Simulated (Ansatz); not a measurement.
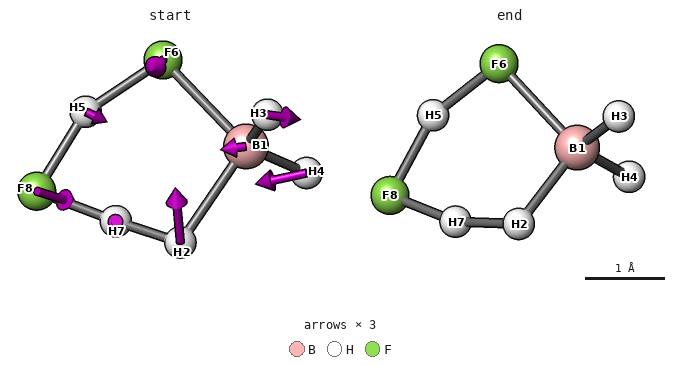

The structure of BH5F2 (coarse preliminary run) before (left) and after (right) a saddle-point search, at one scale. The purple arrows give the displacements, magnified 3 times.

A ball-and-stick model, seen at a tilt.

The reaction that was planned forms B1–F6, H5–F8, H2–H7 and breaks B1–H2, H5–F6, H7–F8 (atoms numbered from 1 in input order).

Method: RKS PBE0-D4/def2-SVP in Ansatz 0.2.0. 

> What changed between the two?

The atom that moves furthest after the best rigid fit is H2 (0.29 Å). By element the largest moves are H 0.29 Å, F 0.26 Å, B 0.12 Å. Among the contacts that change: B1–H2 1.512 → 1.302 Å, B1–F6 1.678 → 1.546 Å, H7–F8 1.208 → 1.115 Å, H2–H7 0.981 → 1.063 Å. Bond angles that change, for instance: H3–B1–H4 126.8° → 120.5°. Groups turn about B1–F6 by about 20°. The search converged after 19 steps with a largest force component of 0.0024 eV/Å and a curvature of −6.51 eV/Å² along the mode that it followed. The run took roughly 80 core-seconds on a shared host.
